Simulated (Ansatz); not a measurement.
# ZnSe (zinc blende), frozen-phonon scan

ZnSe (zinc blende)

```
CELL_PARAMETERS angstrom
      0.00000     5.73302     5.73302
      2.86651     2.86651     5.73302
      2.86651     2.86651     0.00000
ATOMIC_POSITIONS crystal
  Se 0.00000 0.75000 0.75000
  Se 0.50000 0.75000 0.75000
  Zn 0.00000 0.00000 0.00000
  Zn 0.50000 0.00000 0.00000
```

A phonon eigenvector at X = (0.5, 0.5, 0.0) is frozen into this cell: atom i moves by Q times the vector below, so Q is the largest atomic displacement, in Å. The cell is held. It is one choice among 2 degenerate patterns. (q is in reciprocal vectors of the primitive cell; the cell shown is doubled to hold the pattern.)

```csv
atom,x,y,z
Se1,0.000,-1.000,0.000
Se2,0.000,1.000,0.000
Zn3,0.834,0.000,0.000
Zn4,-0.834,0.000,0.000
```

Computed with PBE (plane waves to 420 eV, PAW, scalar-relativistic; Ansatz, an electronic-structure program). k mesh 10×10×10 (Γ-centred), Fermi-Dirac smearing 0.05 eV. Energies are smeared free energies. The PAW data are Ansatz's earlier set. ZnSe was relaxed with its symmetry unable to fall. The zero of ΔE is the undisplaced structure.

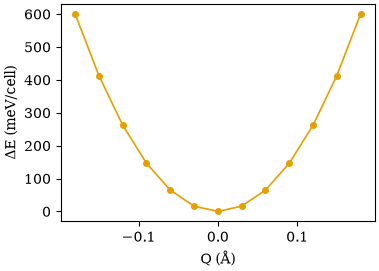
ΔE (meV/cell) against Q (Å); one marker a computed point.

The energy at Q = 0.180 Å is 601 meV/cell. Symmetry of the curve: even: the same for both signs. Harmonic wavenumber from the curvature (finite differences): 198 cm⁻¹. Wavenumber by perturbation theory (DFPT, on another k mesh): 198 cm⁻¹. Space group of the distorted cell: C222_1 (No. 20), lowered from F-43m.

E″ = 35.90 eV/Å², M = Σ mᵢ|uᵢ|² = 248.9 u, ν̃ = 521.5·√(|E″|/M).

(A displaced cell: forces are minus the slopes of the energy, force constants its curvatures, and phonons follow from these.)
